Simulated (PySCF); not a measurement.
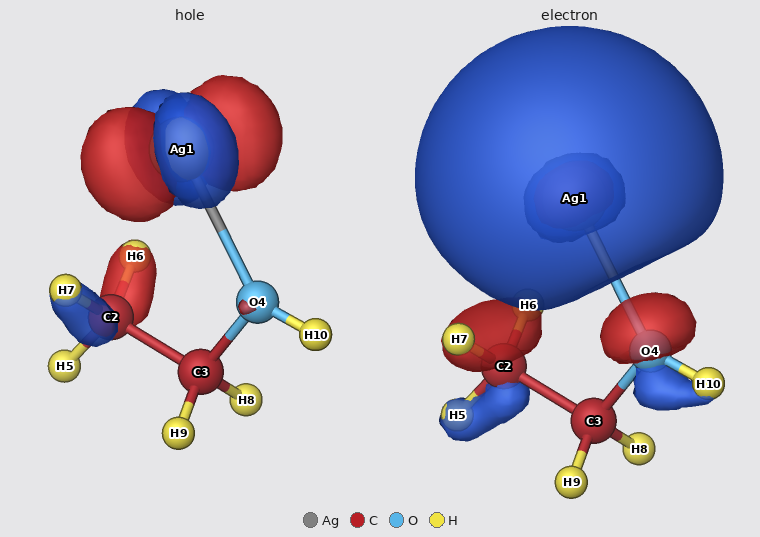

Figure. C2H6AgO, charge +1, SMILES `[Ag+].CCO`. Leading natural transition orbital pair of S₃ (TDA singlet states); the surfaces enclose about 85 % of each orbital's density.

Level of theory: B3LYP/def2-SVP (PySCF), at a geometry from GFN2-xTB. Core potentials replace the inner electrons of Ag; spin–orbit coupling isn't included. The pair's geometry is semi-empirical, so its contact may be too short or too long. GFN2-xTB bond lengths at metals and heavier atoms can be off by up to 0.1 Å and shapes distorted, which carries into these values. Without diffuse functions Rydberg states are missing, so the states' numbers hold for this basis only.

Question: What kind of excitation is it, and where does it lie?

Answer: 5.06 eV (245 nm), f = 0.000 (very weak), metal-centred; the leading pair carries 100 %; hole on Ag1 (90 %), electron on Ag1 (89 %); their centroids lie 0.5 Å apart; S₄ lies within 0.1 eV of it. In canonical orbitals it is mainly HOMO−3 → LUMO (88 %). The HOMO–LUMO gap is 4.67 eV.
